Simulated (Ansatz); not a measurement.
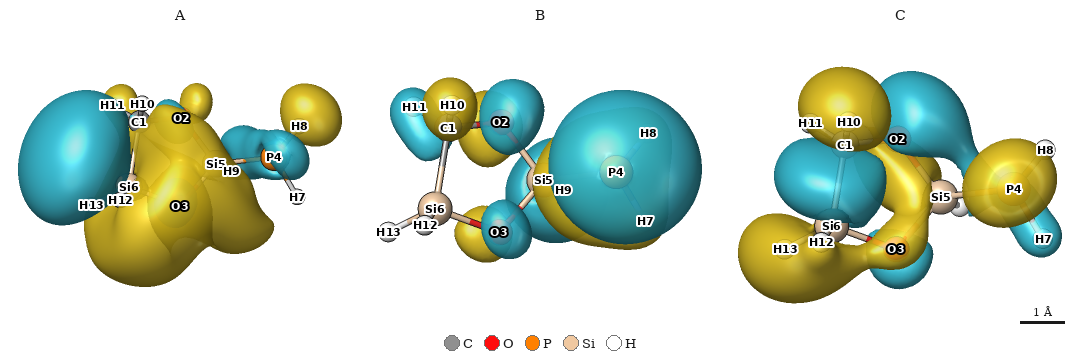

*CH7O2PSi2. Three frontier orbitals at ±0.05 Å⁻³ᐟ² (yellow and cyan are the two phases), in no order.*

Geometry: B3LYP-D3(BJ)/def2-SVP.

All numbers below come from isolated molecule in a Gaussian basis; Kohn-Sham density functional theory, functional PBE0 (Ansatz 0.2.0).

```xyz
13

C     0.2988    1.6861   -2.0288
O     0.6085    0.6503   -1.0843
O    -1.7013    1.4447   -0.1901
P     0.5935    1.4743    2.0631
Si   -0.3812    0.5124    0.2615
Si   -1.5010    2.2649   -1.6470
H    -0.4010    0.9710    2.9600
H     1.4713    0.3643    2.2728
H    -0.7633   -0.9085    0.4574
H     1.0244    2.5143   -1.9301
H     0.4101    1.2798   -3.0482
H    -1.6253    3.7357   -1.4597
H    -2.4994    1.8052   -2.6509
```

Order the three orbitals by energy and name them.

C is the HOMO−1 (−8.30 eV). By Hirshfeld shares it lies mainly on O2 (about 30 %), C1 (about 20 %), Si6 (about 15 %) and H10 (about 5 %). B is the HOMO (−7.46 eV). By Hirshfeld shares it lies mainly on P4 (about 55 %), Si5 (about 15 %), H9 (about 10 %) and O2 (about 10 %). A is the LUMO (−0.23 eV). It lies mainly on Si6 (about 45 %), Si5 (about 10 %), O3 (about 5 %), C1 (about 5 %) and H12 (about 5 %).

What is the HOMO–LUMO gap?

7.23 eV between the orbital energies.
